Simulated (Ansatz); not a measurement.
Y, response to strain

The parent structure is Y in the hcp (Mg type) structure (space group P6_3/mmc, No. 194; a = 3.652 Å, c = 5.703 Å; relaxed with 0.1 eV smearing).

Strains are applied to the cell and any free atomic positions relax.

Level of theory: Kohn–Sham DFT with the PBE functional, run in Ansatz (a first-principles code) with PAW and 420 eV plane waves, no SOC.

Notes on the quantities. energy relative to the base: free energy F.

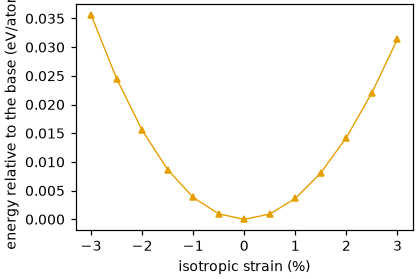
*Energy relative to the base against isotropic strain*

Problem. From the plot, what is the energy relative to the base for isotropic strain −2.00 %?

Solution. About 0.016 eV/atom.

Problem. Is the trend monotonic over the range shown?

Solution. No, it turns within the range, spanning 0 meV/atom to +36 meV/atom.

Whether these cells are dynamically stable was not tested. The final runs are not spin-polarised.
